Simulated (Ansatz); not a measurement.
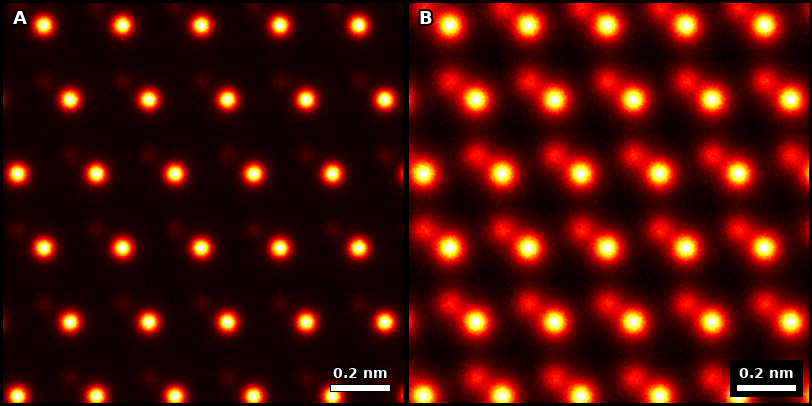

Two simulated images of the same area of GaN (F-43m, No. 216) along [110], with a probe of 0.52 Å. One is incoherent Z contrast (Z^1.8 per atom), the other the projected potential of neutral atoms blurred by the probe (iDPC-like, thin sample). Brightness is counted from the darkest point of the image. Shot noise was added. Structure used: a calculation's starting geometry; the starting structure was generated, so it need not be a known form of this composition.

Question: Which panel is which, and how can one tell?

Answer: A is the Z-contrast image and B the potential image. The columns of 1 N per repeat reach about 7 % of the brightest peak (1 Ga) in A but about 40 % in B, mainly since the potential grows much more slowly with atomic number.
